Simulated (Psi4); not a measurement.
# [HF2]− (SMILES F[H-]F): HF/jun-cc-pVDZ (sweep point 2)

What is the vertical ionisation energy of [HF2]− at HF/jun-cc-pVDZ (sweep point 2)? 

The results are computed with Psi4 1.11.

**1. Starting point**

[HF2]− has 3 atoms, charge -1, and is taken as a singlet. As SMILES, `F[H-]F`. The coordinates come from a PBE0-D4/def2-TZVPD relaxation.

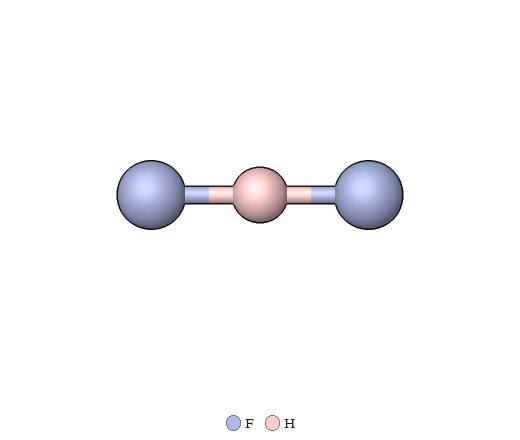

Viewed from a chosen angle; fluorine light blue, hydrogen pink.

**2. A single-point energy at HF/jun-cc-pVDZ (sweep point 2)**

job.in reads:

```
memory 1600 MB

molecule {
  -1 1
  F     -1.83908146     0.65082168    -0.92785553
  H      0.00000000     0.00000000     0.00000000
  F      1.83908146    -0.65082168     0.92785553
  units au
  symmetry c1
}

set basis jun-cc-pVDZ
set reference rhf
set puream true
set scf_type pk

E = energy('scf')
print_variables()
```

The run is started by

```
$ psi4 -i job.in -o job.out -n 1
```

job.out (excerpt; [...] marks lines left out):

```text
[...]
  Running in c1 symmetry.
[...]
  Nuclear repulsion =   27.080125651462279
[...]
  Multiplicity = 1
[...]
  Nalpha       = 10
  Nbeta        = 10
[...]
    Number of basis functions: 41
[...]
   @RHF iter   1:  -199.42808255462833   -8.38525e-01   1.27048e-02 ADIIS/DIIS
[...]
   @RHF iter   7:  -199.52445482355802   -7.65203e-09   1.46287e-07 DIIS
[...]
    Orbital Energies [Eh]
    ---------------------
    Doubly Occupied:
       1A    -25.971363     2A    -25.971341     3A     -1.265077
       4A     -1.219045     5A     -0.470703     6A     -0.332722
       7A     -0.332722     8A     -0.306639     9A     -0.306639
      10A     -0.286258
[...]
  @RHF Final Energy:  -199.52445482355802
   => Energetics <=
    Nuclear Repulsion Energy =             27.0801256514622786
    One-Electron Energy =                -340.2841336343306011
    Two-Electron Energy =                 113.6795531593103306
    Total Energy =                       -199.5244548235580169
[...]
 Multipole Moments:
 ------------------------------------------------------------------------------------
     Multipole            Electronic (a.u.)      Nuclear  (a.u.)        Total (a.u.)
 ------------------------------------------------------------------------------------
 L = 1.  Multiply by 2.5417464519 to convert [e a0] to [Debye]
 Dipole X            :         -0.0000000            0.0000000           -0.0000000
 Dipole Y            :         -0.0000000            0.0000000           -0.0000000
 Dipole Z            :         -0.0000000            0.0000000           -0.0000000
 Magnitude           :                                                    0.0000000
[...]
```

Wall time 2.1 s (1 thread of Intel Xeon Platinum 8259CL at 2.50GHz (Skylake/Cascade Lake), shared host); peak memory 0.21 GiB.

**3. Doublet neutral HF2, same level**

f2h.dat reads:

```
memory 1.6 GB

molecule {
  0 2
  F     -1.83908146     0.65082168    -0.92785553
  H      0.00000000     0.00000000     0.00000000
  F      1.83908146    -0.65082168     0.92785553
  units au
  symmetry c1
}

set {
  basis     jun-cc-pVDZ
  reference uhf
  puream    true
  scf_type  pk
  maxiter   150
}

energy("scf")
```

The run is started by

```
$ psi4 f2h.dat f2h.out -n 1
```

f2h.out (excerpt; [...] marks lines left out):

```text
[...]
  Running in c1 symmetry.
[...]
  Nuclear repulsion =   27.080125651462279
[...]
  Multiplicity = 2
[...]
  Nalpha       = 10
  Nbeta        = 9
[...]
    Number of basis functions: 41
[...]
   @UHF iter   1:  -199.28606472553139   -6.96507e-01   6.29922e-03 DIIS/ADIIS
[...]
   @UHF iter   9:  -199.33998061802956   -3.64273e-09   2.31671e-07 DIIS
[...]
   @S^2 Observed:                8.326966756E-01
[...]
    Orbital Energies [Eh]
    ---------------------
    Alpha Occupied:
       1A    -26.418113     2A    -26.418094     3A     -1.705641
       4A     -1.665995     5A     -0.923036     6A     -0.783662
       7A     -0.744205     8A     -0.744205     9A     -0.724388
      10A     -0.724388
    Alpha Virtual:
      11A      0.185709    12A      0.197566    13A      0.215712
      14A      0.215712    15A      0.237509    16A      0.285546
      17A      0.285546    18A      0.461797    19A      0.466668
      20A      0.980297    21A      1.387990    22A      1.387990
      23A      1.529668    24A      1.632380    25A      1.632380
[...]
  @UHF Final Energy:  -199.33998061802956
   => Energetics <=
    Nuclear Repulsion Energy =             27.0801256514622786
    One-Electron Energy =                -332.6374042347516138
    Two-Electron Energy =                 106.2172979652597746
    Total Energy =                       -199.3399806180295855
  UHF NO Occupations:
  HONO-2 :    8  A 1.9994948
  HONO-1 :    9  A 1.9593877
[...]
 Multipole Moments:
 ------------------------------------------------------------------------------------
     Multipole            Electronic (a.u.)      Nuclear  (a.u.)        Total (a.u.)
 ------------------------------------------------------------------------------------
 L = 1.  Multiply by 2.5417464519 to convert [e a0] to [Debye]
 Dipole X            :         -0.0000000            0.0000000           -0.0000000
 Dipole Y            :          0.0000000            0.0000000            0.0000000
 Dipole Z            :          0.0000000            0.0000000            0.0000000
 Magnitude           :                                                    0.0000000
[...]
```

It took 2.3 s on 1 thread of Intel Xeon Platinum 8259CL at 2.50GHz (Skylake/Cascade Lake), shared host; peak memory 0.21 GiB.

**4. Results**

Level: HF/jun-cc-pVDZ (sweep point 2).

| quantity | value |
| --- | --- |
| singlet [HF2]−: total energy | -199.52445 Eh |
| singlet [HF2]−: HOMO energy | -7.79 eV |
| singlet [HF2]−: LUMO energy | 11.15 eV |
| singlet [HF2]−: HOMO–LUMO gap (to an unbound level, set by the basis) | 18.94 eV |
| doublet neutral HF2: total energy | -199.33998 Eh |
| doublet neutral HF2: dipole moment | 0.00 D |
| doublet neutral HF2: HOMO energy (highest over α and β) | -17.66 eV |
| doublet neutral HF2: LUMO energy (lowest over α and β) | -2.56 eV |
| doublet neutral HF2: ⟨S²⟩ | 0.833 |
| vertical detachment energy (to the doublet neutral) | 5.020 eV |

In words: The vertical ionisation energy comes to 5.02 eV (484 kJ/mol). −ε(HOMO) before ionisation, 7.79 eV, is 2.77 eV above this ionisation energy.
